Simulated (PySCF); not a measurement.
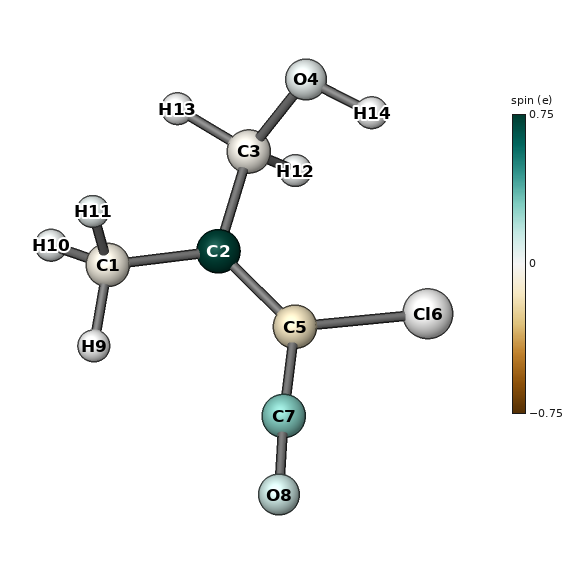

Atoms are coloured by their Mulliken spin populations. The species is neutral and a spin doublet. Computed geometry: GFN2-xTB optimisation. No frequency run is at hand to confirm it as a minimum. Level of theory: UKS B3LYP, pcH-1 on C Cl H O, non-relativistic (PySCF 2.14.0).

List the Mulliken spin populations.

```json
{"atom": "C1", "value (e)": "−0.06"}
{"atom": "C2", "value (e)": "0.73"}
{"atom": "C3", "value (e)": "−0.04"}
{"atom": "O4", "value (e)": "0.03"}
{"atom": "C5", "value (e)": "−0.15"}
{"atom": "Cl6", "value (e)": "0.00"}
{"atom": "C7", "value (e)": "0.29"}
{"atom": "O8", "value (e)": "0.12"}
{"atom": "H9", "value (e)": "0.00"}
{"atom": "H10", "value (e)": "0.02"}
{"atom": "H11", "value (e)": "0.04"}
{"atom": "H12", "value (e)": "0.01"}
{"atom": "H13", "value (e)": "0.00"}
{"atom": "H14", "value (e)": "0.00"}
```

Mulliken values depend strongly on the basis set.
